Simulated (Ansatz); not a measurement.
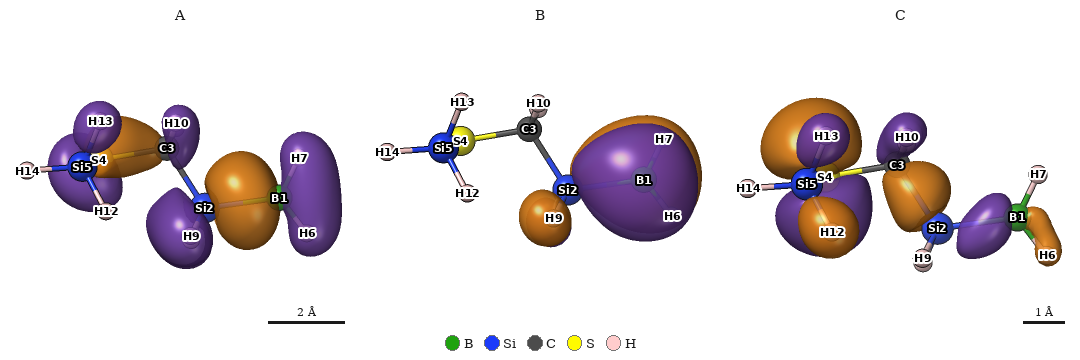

*CH$_{9}$BSSi$_{2}$. Three frontier orbitals at ±0.08 Å⁻³ᐟ² (orange and purple are the two phases), in no order.*

Geometry: PBE0-D4/def2-TZVP.

The calculation used RKS PBE0-D4/def2-TZVPP (Ansatz).

```xyz
14

B    -1.5169    2.1970    1.2971
Si   -1.2072    0.5454    0.1928
C     0.0854   -0.6385    0.8913
S     0.3299   -2.1199   -0.1512
Si    1.7423   -1.3869   -1.5599
H    -2.4079    2.9410    1.0068
H    -0.8365    2.5017    2.2331
H    -2.4820   -0.2051    0.0142
H    -0.7624    1.0066   -1.1560
H     1.0427   -0.1403    1.0650
H    -0.2468   -1.0163    1.8616
H     1.1915   -0.3193   -2.4348
H     2.9280   -0.8339   -0.8502
H     2.1271   -2.5607   -2.3809
```

### Order the three orbitals by energy and name them.

A is the HOMO−1 (−8.39 eV). Its weight (Hirshfeld) is mainly on B1 (about 30 %), Si2 (about 25 %) and S4 (about 15 %). C is the HOMO (−6.76 eV). Its weight (Hirshfeld) is mainly on S4 (about 65 %), C3 (about 10 %) and Si2 (about 5 %). B is the LUMO (−2.53 eV). Its weight (Hirshfeld) is mainly on B1 (about 65 %), Si2 (about 15 %), H7 (about 5 %) and H6 (about 5 %).

### What is the HOMO–LUMO gap?

4.23 eV between the orbital energies.
